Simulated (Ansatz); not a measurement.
# GaSb4: a trial structure relaxed

Where does this trial cell of GaSb4 go when cell and atoms are let free?

Computed with Ansatz 0.2.0 (DFT PBE, scalar-relativistic, plane waves, PAW, unless a step's input says otherwise).

### Step 1. The system as given

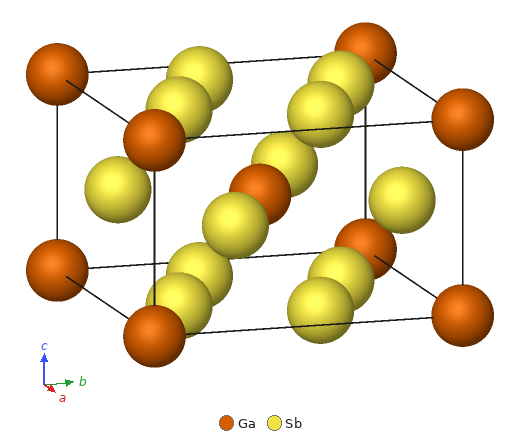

The starting structure, seen slightly off an axis (gallium orange, antimony yellow). Atoms on the faces are drawn again on the opposite ones. The cell drawn here is the conventional one.

As a file:

```cif
data_structure
_symmetry_space_group_name_H-M 'P 1'
_symmetry_Int_Tables_number 1
_cell_length_a 5.7014
_cell_length_b 5.7014
_cell_length_c 5.7014
_cell_angle_alpha 99.299
_cell_angle_beta 99.299
_cell_angle_gamma 132.595
_cell_volume 124.92
loop_
_atom_site_label
_atom_site_type_symbol
_atom_site_fract_x
_atom_site_fract_y
_atom_site_fract_z
_atom_site_occupancy
Ga1 Ga 0.00000 0.00000 0.00000 1
Sb1 Sb 0.60342 0.20474 0.80816 1
Sb2 Sb 0.39658 0.79526 0.19184 1
Sb3 Sb 0.20474 0.39658 0.60133 1
Sb4 Sb 0.79526 0.60342 0.39867 1
```

The cell is invented: species swapped into a database cell of VAu4 (I4/m, No. 87), with Ga on the V sites and Sb on the Au sites. The dimensions are guesses.

### Step 2. A first look at the guess

input.yaml

```yaml
crystal:
  lattice:
    - [-3.69144582, 3.69144582, 2.29188388]
    - [3.69144582, -3.69144582, 2.29188388]
    - [3.69144582, 3.69144582, -2.29188388]
  atoms:
    - { symbol: Ga, position: [0.0, 0.0, 0.0] }
    - { symbol: Sb, position: [0.60341642, 0.20474353, 0.80815995] }
    - { symbol: Sb, position: [0.39658358, 0.79525647, 0.19184005] }
    - { symbol: Sb, position: [0.20474353, 0.39658358, 0.60132711] }
    - { symbol: Sb, position: [0.79525647, 0.60341642, 0.39867289] }
basis:
  ecutwfc: 420
kpoints:
  mp_grid: { grid: [4, 4, 4] }
hamiltonian:
  xc: pbe
scf:
  occupations: { method: gaussian, width: 0.1 }
  lower_state_search: "off"
output:
  forces: true
  stress: true
  eigenvalues: true
```

The run is started by

```console
$ ansatz run input.yaml --threads 1 --pin off --max-ram 2560MiB --backend cpu --events-out ev --progress --plain --runs-dir out
```

The program printed (excerpt; [...] marks lines left out):

```text
[...]
SCF converged after 7 iterations
Free energy (F): -29719.768560 eV
[...]
E sigma→0 (E₀):  -29719.762087 eV
Entropy (-TS):   -0.012946 eV (-2.589 meV/atom)
Fermi energy:    11.503321 eV
[...]
--- Forces (eV/Å), atoms counted from 1 ---
  atom   1  Ga     0.00000000     0.00000000    -0.00000000
  atom   2  Sb     0.02346057     0.03401785     0.00000000
  atom   3  Sb    -0.02346057    -0.03401785    -0.00000000
  atom   4  Sb    -0.03401785     0.02346057     0.00000000
  atom   5  Sb     0.03401785    -0.02346057     0.00000000
[...]
--- Stress (GPa, compression-positive) ---
        5.370645      -0.000000       0.000000
        0.000000       5.370645       0.000000
        0.000000       0.000000       0.422082
  P = ⅓ Tr σ = 3.7211 GPa (37.211 kbar)
--- Band table (eV; the first three rows and the last of 14) ---
[...]
```

Run time: 11 s. Hardware: 1 thread of Intel Xeon at 2.50GHz (Skylake/Cascade Lake), shared host; peak memory 0.43 GiB.

From the probe: pressure 3.7 GPa, largest force 0.04 eV/Å, gap on this mesh none (metal). The coarse relaxation is skipped.

### Step 3. Relaxation on the finer mesh

Changes to input.yaml since step 2:

```diff
@@ -14,3 +14,3 @@
 kpoints:
-  mp_grid: { grid: [4, 4, 4] }
+  mp_grid: { grid: [10, 10, 10] }
 hamiltonian:
@@ -19,3 +19,2 @@
   occupations: { method: gaussian, width: 0.1 }
-  lower_state_search: "off"
 output:
@@ -24 +23,6 @@
   eigenvalues: true
+relax:
+  adjacent_minimum: "off"
+  f_tol: 0.01
+  max_steps: 80
+  cell: { stress_tol: 0.05 }
```

The run is started by

```console
$ ansatz run input.yaml --threads 1 --pin off --max-ram 2560MiB --backend cpu --events-out ev --progress --plain --runs-dir out
```

The program printed:

```text
Warning: RAYON_NUM_THREADS=1 ignored (pool sized by the plan → 1); use --threads N
Engine: ansatz 0.2.0, x86_64-unknown-linux-gnu
Pseudopotentials: kind: paw
Pseudopotential: Ga, paw, valence charge 13, recommended cutoff 420 eV (normal), Ga.paw.azcp
Pseudopotential: Sb, paw, valence charge 15, recommended cutoff 420 eV (normal), Sb.paw.azcp
Functional definition: PBE
  parameter kappa = 0.804
  parameter beta = 0.06672455060314922
  exchange = pbe_x(kappa = kappa, mu = beta*pi^2/3)
  correlation = pbe_c(beta = beta)
Crystal: 5 atoms, lattice volume = 124.924 Å³
Basis set: ecut = 420 eV, 2495 PW (Γ), exchange–correlation on 80×80×80 points (8 copies of the dense FFT grid, shifted against one another)
Bands: 44, of which v1, the nominal top of the filled ones, is band 37 counted from 1 (36 counted from 0)
Symmetry: 8 space group operations
Space group: I4/m (ITA 87), of the structure as read, at distance tolerance 5.0e-5 Å
k-points: 144 of 1000
Non-local potential: Ga, projectors of the file, l = 0: 2, l = 1: 2, l = 2: 3, l = 3: 1
Non-local potential: Sb, projectors of the file, l = 0: 2, l = 1: 2, l = 2: 2, l = 3: 2
PAW form: soft (Blöchl's): semilocal exchange-correlation on the pseudo side does not see the compensation charge
PAW one-centre angular grid: Ga, 590 points (default); XC on 64 Gauss nodes
PAW one-centre angular grid: Sb, 590 points (default); XC on 64 Gauss nodes
Initial density: superposition of atomic densities (neutral atoms: chi_scale 0, normalization atom), corrected by the library's trained network
Initial wavefunctions: pseudopotential atomic-orbital guess
Functional: x = pbe(κ = 0.804, μ = 0.2195149727645171), c = pbe(β = 0.06672455060314922)
SCF iter   1: F=—  HF=-29719.700503 eV  |F-HF|=—  |Δ(HF+E_count)|=         —  Δρ=1.37e-3  dr2=3.08e-3  ethr=1.77e-3  ⟨swp⟩=8.3  Hψ=25961  notcnv=0
preconditioner: auto → Kerker (q_TF=auto, 2.495 Å⁻¹)  [metal: Δε(μ)=0.020 eV  Ē_g=10.546 eV  σ=0.100 eV  W_gap=0.11  n_scr=36 (ndim 8)  ℏωp=19.1 eV  f_vac=0.000  D(μ)=2.90/eV (n_scr^D=16)]
SCF iter   2: F=—  HF=-29719.697364 eV  |F-HF|=—  |Δ(HF+E_count)|=   3.14e-3  Δρ=8.99e-4  dr2=1.25e-3  ethr=4.22e-6  ⟨swp⟩=2.0  Hψ=12736  notcnv=0
SCF iter   3: F=—  HF=-29719.697284 eV  |F-HF|=—  |Δ(HF+E_count)|=   7.97e-5  Δρ=4.16e-4  dr2=3.60e-4  ethr=1.72e-6  ⟨swp⟩=2.4  Hψ=10633  notcnv=0
SCF iter   4: F=—  HF=-29719.697250 eV  |F-HF|=—  |Δ(HF+E_count)|=   3.44e-5  Δρ=1.58e-4  dr2=1.54e-5  ethr=4.93e-7  ⟨swp⟩=2.0  Hψ=7656  notcnv=0
SCF iter   5: F=—  HF=-29719.697247 eV  |F-HF|=—  |Δ(HF+E_count)|=   2.29e-6  Δρ=4.27e-5  dr2=1.49e-6  ethr=2.11e-8  ⟨swp⟩=2.0  Hψ=11325  notcnv=0
SCF iter   6: F=—  HF=-29719.697246 eV  |F-HF|=—  |Δ(HF+E_count)|=   1.67e-6  Δρ=2.04e-5  dr2=3.57e-7  ethr=2.04e-9  ⟨swp⟩=2.0  Hψ=8451  notcnv=0
SCF iter   7: F=-29719.697246 eV  HF=-29719.697246 eV  |F-HF|=2.45e-9  |Δ(HF+E_count)|=   4.10e-8  Δρ=3.56e-6  dr2=1.73e-8  ethr=1.37e-10  ⟨swp⟩=9.0  Hψ=25310  notcnv=0
SCF 1 converged in 7 iterations: F = -29719.697246 eV  dr2 = 1.73e-8
relax step   1: F+E_penalty+E_count = -29719.69724572 eV  Δ(F+E_penalty+E_count) = +0.000e0 eV  max|allowed force component| = 1.540e-1 eV/Å  Δτ_max = 0.0000 Å  P = +3.398 GPa  Ω = 124.924 Å³  (7 SCF iters, dr2 threshold 1.00e-7 eV, accepted)
[... from here on, the SCF cycles and remarks between the steps are left out ...]
relax step   2: F+E_penalty+E_count = -29719.78313114 eV  Δ(F+E_penalty+E_count) = -8.589e-2 eV  max|allowed force component| = 1.316e-1 eV/Å  Δτ_max = 0.0500 Å  P = -1.361 GPa  Ω = 136.113 Å³  energy of the carried Pulay correction = -2.590e-3 eV  (6 SCF iters, dr2 threshold 5.00e-7 eV, accepted)
relax step   3: F+E_penalty+E_count = -29719.81335796 eV  Δ(F+E_penalty+E_count) = -3.023e-2 eV  max|allowed force component| = 8.362e-2 eV/Å  Δτ_max = 0.0267 Å  P = -0.372 GPa  Ω = 133.768 Å³  energy of the carried Pulay correction = -2.065e-3 eV  (6 SCF iters, dr2 threshold 5.00e-7 eV, accepted)
relax step   4: F+E_penalty+E_count = -29719.82359104 eV  Δ(F+E_penalty+E_count) = -1.023e-2 eV  max|allowed force component| = 1.221e-1 eV/Å  Δτ_max = 0.0641 Å  P = +0.883 GPa  Ω = 132.328 Å³  energy of the carried Pulay correction = -1.739e-3 eV  (5 SCF iters, dr2 threshold 5.00e-7 eV, accepted)
relax step   5: F+E_penalty+E_count = -29719.83352002 eV  Δ(F+E_penalty+E_count) = -9.929e-3 eV  max|allowed force component| = 1.680e-2 eV/Å  Δτ_max = 0.0277 Å  P = +0.179 GPa  Ω = 133.254 Å³  energy of the carried Pulay correction = -1.949e-3 eV  (5 SCF iters, dr2 threshold 5.00e-7 eV, accepted)
relax step   6: F+E_penalty+E_count = -29719.84158333 eV  Δ(F+E_penalty+E_count) = -8.063e-3 eV  max|allowed force component| = 8.968e-3 eV/Å  Δτ_max = 0.0087 Å  P = +0.019 GPa  Ω = 133.645 Å³  energy of the carried Pulay correction = -2.038e-3 eV  (5 SCF iters, dr2 threshold 4.84e-7 eV, accepted)
relax step   7: F+E_penalty+E_count = -29719.89609635 eV  Δ(F+E_penalty+E_count) = -5.451e-2 eV  max|allowed force component| = 4.229e-2 eV/Å  Δτ_max = 0.0384 Å  P = -0.125 GPa  Ω = 133.791 Å³  energy of the carried Pulay correction = -2.071e-3 eV  (6 SCF iters, dr2 threshold 5.00e-7 eV, accepted)
relax step   8: F+E_penalty+E_count = -29719.96842817 eV  Δ(F+E_penalty+E_count) = -7.233e-2 eV  max|allowed force component| = 3.537e-2 eV/Å  Δτ_max = 0.0391 Å  P = +0.022 GPa  Ω = 133.031 Å³  energy of the carried Pulay correction = -1.899e-3 eV  (6 SCF iters, dr2 threshold 5.00e-7 eV, accepted)
relax step   9: F+E_penalty+E_count = -29719.95033154 eV  Δ(F+E_penalty+E_count) = +1.810e-2 eV  max|allowed force component| = 9.955e-2 eV/Å  Δτ_max = 0.0478 Å  P = -0.066 GPa  Ω = 132.803 Å³  energy of the carried Pulay correction = -1.847e-3 eV  (7 SCF iters, dr2 threshold 5.00e-7 eV, rejected (line search))
relax step  10: F+E_penalty+E_count = -29719.97592554 eV  Δ(F+E_penalty+E_count) = -7.497e-3 eV  max|allowed force component| = 1.311e-2 eV/Å  Δτ_max = 0.0137 Å  P = -0.237 GPa  Ω = 133.355 Å³  energy of the carried Pulay correction = -1.972e-3 eV  (10 SCF iters, accepted)
relax step  11: F+E_penalty+E_count = -29719.97601356 eV  Δ(F+E_penalty+E_count) = -8.802e-5 eV  max|allowed force component| = 1.012e-2 eV/Å  Δτ_max = 0.0028 Å  P = -0.261 GPa  Ω = 133.349 Å³  energy of the carried Pulay correction = -1.971e-3 eV  (3 SCF iters, dr2 threshold 1.57e-7 eV, accepted)
relax step  12: F+E_penalty+E_count = -29719.96580153 eV  Δ(F+E_penalty+E_count) = +1.021e-2 eV  max|allowed force component| = 1.199e-1 eV/Å  Δτ_max = 0.0857 Å  P = +1.179 GPa  Ω = 128.481 Å³  energy of the carried Pulay correction = -8.480e-4 eV  (7 SCF iters, dr2 threshold 1.89e-7 eV, rejected (line search))
relax step  13: F+E_penalty+E_count = -29719.97837300 eV  Δ(F+E_penalty+E_count) = -2.359e-3 eV  max|allowed force component| = 3.003e-2 eV/Å  Δτ_max = 0.0534 Å  P = -0.075 GPa  Ω = 131.565 Å³  energy of the carried Pulay correction = -1.564e-3 eV  (10 SCF iters, accepted)
relax step  14: F+E_penalty+E_count = -29719.98100299 eV  Δ(F+E_penalty+E_count) = -2.630e-3 eV  max|allowed force component| = 9.915e-3 eV/Å  Δτ_max = 0.0254 Å  P = -0.023 GPa  Ω = 130.768 Å³  energy of the carried Pulay correction = -1.381e-3 eV  (6 SCF iters, dr2 threshold 5.64e-8 eV, accepted)
relax step  15: F+E_penalty+E_count = -29719.97500225 eV  Δ(F+E_penalty+E_count) = +6.001e-3 eV  max|allowed force component| = 3.208e-2 eV/Å  Δτ_max = 0.0910 Å  P = +0.356 GPa  Ω = 127.771 Å³  energy of the carried Pulay correction = -6.807e-4 eV  (8 SCF iters, dr2 threshold 8.06e-8 eV, rejected (line search))
relax step  16: F+E_penalty+E_count = -29719.98305405 eV  Δ(F+E_penalty+E_count) = -2.051e-3 eV  max|allowed force component| = 1.107e-2 eV/Å  Δτ_max = 0.0198 Å  P = -0.034 GPa  Ω = 130.158 Å³  energy of the carried Pulay correction = -1.240e-3 eV  (10 SCF iters, accepted)
relax step  17: F+E_penalty+E_count = -29719.98337953 eV  Δ(F+E_penalty+E_count) = -3.255e-4 eV  max|allowed force component| = 1.624e-3 eV/Å  Δτ_max = 0.0097 Å  P = +0.017 GPa  Ω = 129.899 Å³  energy of the carried Pulay correction = -1.179e-3 eV  (6 SCF iters, dr2 threshold 1.08e-8 eV, accepted)
relax step  18: F+E_penalty+E_count = -29719.99434014 eV  Δ(F+E_penalty+E_count) = -1.096e-2 eV  max|allowed force component| = 1.486e-3 eV/Å  Δτ_max = 0.0000 Å  P = +0.218 GPa  Ω = 129.899 Å³  stress off target by 3.27e-1 GPa  SCF on the basis re-selected at this cell (its energy is not comparable with the rows above)  (8 SCF iters)
relax step  19: F+E_penalty+E_count = -29719.99511558 eV  Δ(F+E_penalty+E_count) = -7.754e-4 eV  max|allowed force component| = 1.101e-2 eV/Å  Δτ_max = 0.0099 Å  P = -0.085 GPa  Ω = 130.346 Å³  energy of the carried Pulay correction = -1.018e-4 eV  (5 SCF iters, dr2 threshold 2.68e-7 eV, accepted)
relax step  20: F+E_penalty+E_count = -29719.99532055 eV  Δ(F+E_penalty+E_count) = -2.050e-4 eV  max|allowed force component| = 3.295e-3 eV/Å  Δτ_max = 0.0104 Å  P = +0.076 GPa  Ω = 130.174 Å³  energy of the carried Pulay correction = -6.083e-5 eV  (6 SCF iters, dr2 threshold 3.30e-8 eV, accepted)
relax step  21: F+E_penalty+E_count = -29719.99535231 eV  Δ(F+E_penalty+E_count) = -3.177e-5 eV  max|allowed force component| = 9.456e-4 eV/Å  Δτ_max = 0.0010 Å  P = -0.017 GPa  Ω = 130.422 Å³  energy of the carried Pulay correction = -1.201e-4 eV  (4 SCF iters, dr2 threshold 2.96e-8 eV, accepted)
relax step  22: F+E_penalty+E_count = -29719.99546354 eV  Δ(F+E_penalty+E_count) = -1.112e-4 eV  max|allowed force component| = 9.484e-4 eV/Å  Δτ_max = 0.0000 Å  P = -0.018 GPa  Ω = 130.422 Å³  stress off target by 2.26e-2 GPa  SCF on the basis re-selected at this cell (its energy is not comparable with the rows above)  (6 SCF iters)
basis re-selected at this cell: Δ(F+E_penalty+E_count) = -1.112e-4 eV, ΔP = -0.002 GPa vs the last step (what re-selecting the basis moved, of the pressure what is left beyond the Pulay correction that the steps carried, after the strain that the cell walked since its last selection, with what the two solves' SCF thresholds leave and, on support functions, any second-order correction that the steps lacked; it is no measure of the basis error at this ecutwfc). This SCF's stress stands 2.26e-2 GPa from its target on what of the cell is left free (relax.cell.stress_tol is 5.00e-2 GPa) and its largest allowed force component is 9.48e-4 eV/Å (relax.f_tol is 1.00e-2 eV/Å): within both
SCF converged after 6 iterations
Free energy (F): -29719.995464 eV
Harris-Foulkes:  -29719.995464 eV  (|F-HF|=1.09e-11)
Internal energy: -29719.979802 eV  (E = F + TS)
E sigma→0 (E₀):  -29719.987633 eV
Entropy (-TS):   -0.015662 eV (-3.132 meV/atom)
Fermi energy:    10.846640 eV
--- Per-component energies (eV) ---
  E_band       = -638.484077
  E_kinetic    = 939.550708
  E_local      = -7651.395589  (includes V_loc(G=0)·N_el)
  E_nonlocal   = 1867.849482
  E_hartree    = 3512.235680
  E_xc         = -622.975472
  E_vxc        = -442.681444  (∫ρ·V_xc dr)
  E_paw        = -20282.910418  (= ΣΔE_a)
  E_vpaw       = -2376.278536  (= ΣTr[D̂ρ^β])
  E_aug_tail   = -0.000120  (compensation charges beyond the density's cutoff)
  E_ewald      = -7482.334072
  E_smearing   = -0.015662  (= −TS)
  E_closure    = 0.000000  (closes the sum)
  Σ components = -29719.995464   (vs F -29719.995464, Δ=0.00e0)
--- Forces (eV/Å), atoms counted from 1 ---
  atom   1  Ga     0.00000000     0.00000000     0.00000000
  atom   2  Sb     0.00094840     0.00089519     0.00000000
  atom   3  Sb    -0.00094840    -0.00089519    -0.00000000
  atom   4  Sb    -0.00089519     0.00094840     0.00000000
  atom   5  Sb     0.00089519    -0.00094840     0.00000000
  max |Σ_I F_I| component: 0.00e0 eV/Å
--- Stress (GPa, compression-positive) ---
       -0.022579      -0.000000       0.000000
        0.000000      -0.022579      -0.000000
        0.000000       0.000000      -0.010149
  P = ⅓ Tr σ = -0.0184 GPa (-0.184 kbar)
--- Band table (eV; the first three rows and the last of 144) ---
  k-point 0: bands = ["-18.3710", "-18.3710", "-18.3502", "-18.3447", "-18.3447", "-18.3277", "-18.3254", "-18.3195", "-18.3195", "-18.3192", "-18.3103", "-18.3087", "-18.2955", "-18.2912", "-18.2862", "-18.2862", "-18.2851", "-18.2851", "-18.2538", "-18.2514", "-3.9090", "-3.8997", "-3.8958", "-3.8890", "-3.8890", "-1.6659", "1.7913", "2.3199", "2.3199", "4.6714", "7.7178", "8.0788", "8.1659", "8.1659", "10.7656", "10.7656", "11.1503", "12.4568", "12.6583", "12.8055", "12.9484", "12.9484", "17.3785", "17.3785"]
[... 3 lines left out ...]
--- Relaxed structure (20 steps of the walk, 17 accepted, 2 SCFs on fresh bases) ---
  F+E_penalty+E_count = -29719.99546354 eV   max|allowed force component| = 9.484e-4 eV/Å   (the final SCF, on the basis selected at the relaxed cell)
  cell:  # Å, volume = 130.4224 Å³
    - [-4.133776376342835, 4.133776376342835, 1.908087209049619]
    - [4.133776376342835, -4.133776376342835, 1.908087209049619]
    - [4.133776376342835, 4.133776376342835, -1.908087209049619]
  atoms:
    - { symbol: Ga, position: [-2.9370664648836522e-21, 2.9664371295319687e-19, 2.937066464883133e-19] }
    - { symbol: Sb, position: [0.6050861075186236, 0.20399943131987408, 0.8090855388384977] }
    - { symbol: Sb, position: [0.3949138924813763, 0.7960005686801259, 0.1909144611615023] }
    - { symbol: Sb, position: [0.20399943131987403, 0.3949138924813762, 0.5989133238012503] }
    - { symbol: Sb, position: [0.7960005686801259, 0.6050861075186237, 0.4010866761987497] }
```

Run time: 37 min. Hardware: 1 thread of Intel Xeon at 2.50GHz (Skylake/Cascade Lake), shared host; peak memory 0.86 GiB.

Relaxation path:

| step | E - E(step 1) (eV/cell) | largest force component (eV/Å) | pressure (GPa) | volume (Å³) |
| --- | --- | --- | --- | --- |
| 1 | 0.0000 | 0.1540 | 3.40 | 124.92 |
| 2 | -0.0859 | 0.1316 | -1.36 | 136.11 |
| 3 | -0.1161 | 0.0836 | -0.37 | 133.77 |
| 4 | -0.1263 | 0.1221 | 0.88 | 132.33 |
| 5 | -0.1363 | 0.0168 | 0.18 | 133.25 |
| 6 | -0.1443 | 0.0090 | 0.02 | 133.64 |
| 7 | -0.1989 | 0.0423 | -0.13 | 133.79 |
| 8 | -0.2712 | 0.0354 | 0.02 | 133.03 |
| 9 | -0.2531 | 0.0995 | -0.07 | 132.80 |
| 10 | -0.2787 | 0.0131 | -0.24 | 133.36 |
| 11 | -0.2788 | 0.0101 | -0.26 | 133.35 |
| 12 | -0.2686 | 0.1199 | 1.18 | 128.48 |
| 13 | -0.2811 | 0.0300 | -0.08 | 131.56 |
| 14 | -0.2838 | 0.0099 | -0.02 | 130.77 |
| 15 | -0.2778 | 0.0321 | 0.36 | 127.77 |
| 16 | -0.2858 | 0.0111 | -0.03 | 130.16 |
| 17 | -0.2861 | 0.0016 | 0.02 | 129.90 |
| 18 | -0.2971 | 0.0015 | 0.22 | 129.90 |
| 19 | -0.2979 | 0.0110 | -0.09 | 130.35 |
| 20 | -0.2981 | 0.0033 | 0.08 | 130.17 |
| 21 | -0.2981 | 0.0009 | -0.02 | 130.42 |
| 22 | -0.2982 | 0.0009 | -0.02 | 130.42 |

Step 1 is the start. Steps 18, 22 each repeat the geometry before them on a plane-wave basis chosen anew, so the energy can jump there without any move. Steps 9, 12, 15 were tried and not accepted.

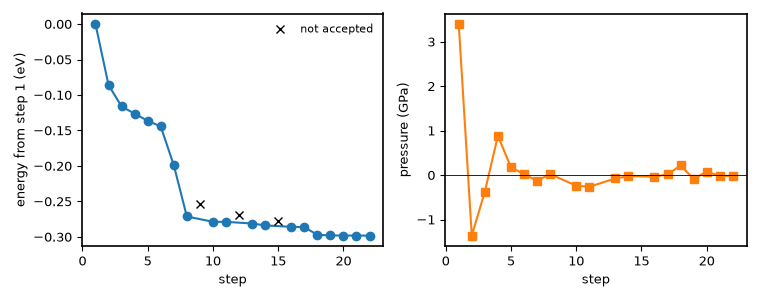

Energy and pressure along the relaxation.

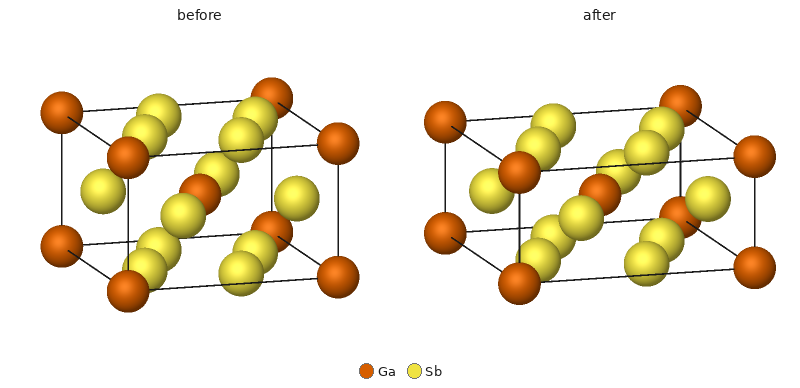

The structure before (left) and after (right) the relaxation, drawn at the same scale.

Lengths and angles in the start's conventional setting:

|  | before | after | change |
| --- | --- | --- | --- |
| a (Å) | 7.383 | 8.268 | +12.0 % |
| b (Å) | 7.383 | 8.268 | +12.0 % |
| c (Å) | 4.584 | 3.816 | -16.7 % |
| volume (Å³/atom) | 24.98 | 26.08 | +4.4 % |
| shortest distance (Å) | 3.222 | 3.156 | -2.1 % |
| space group (0.01 Å) | I4/m | I4/m | same |

The run keeps the 8 symmetry operations of the start, so it could not have lowered the symmetry.

### Step 4. Summary of results

```
                              quantity                                                                      value
symmetry at the end (tolerance 0.05 Å)                                                  space group I4/m (No. 87)
                     conventional cell  a = 8.268 Å, b = 8.268 Å, c = 3.816 Å, α = 90.00°, β = 90.00°, γ = 90.00°
                                volume                                                              26.08 Å³/atom
              energy over the elements                                                              +0.20 eV/atom
                       gap on the mesh                                                               none (metal)
```

The space group I4/m (No. 87) is kept, and the volume per atom grows by 4.4 % from the first guess. With a positive formation energy it can't be a ground state. No finished test with a distortion of lower symmetry is shown, so the end may be a saddle point. The runs treat Sb without spin-orbit coupling.
